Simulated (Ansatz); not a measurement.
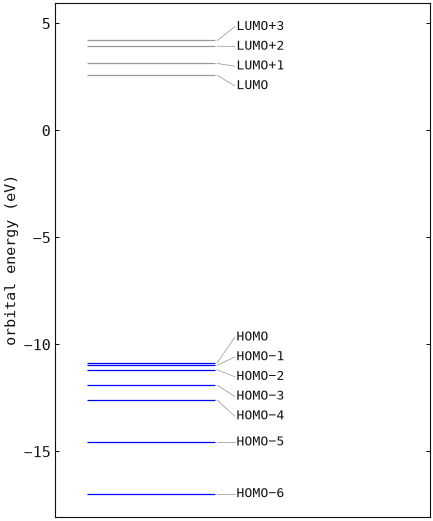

Hartree-Fock orbital energies near the frontier, HF/def2-TZVPP with the Ansatz code 0.2.0, at a PBE0-D4/def2-TZVP geometry (a minimum by its frequencies), isolated molecule; empty levels in grey, levels within 0.03 eV side by side.

> Which molecule has this level scheme?
A. YN₃H₆, SMILES [NH2][Y]([NH2])[NH2], singlet
B. GaN₂H₄Br, SMILES [NH2][Ga]([NH2])[Br], singlet
C. SnICl₃, SMILES [Cl][Sn]([Cl])([Cl])[I], singlet
D. CH₃BCl₂Se, SMILES C[Se]B(Cl)Cl

Option B. HOMO −10.86 eV, LUMO 2.58 eV, separation 13.44 eV.

Caveats: no scalar relativity up to krypton; spin-orbit coupling is left out, and with Br it can shift these levels and split any degenerate set; empty levels above zero depend strongly on the basis.
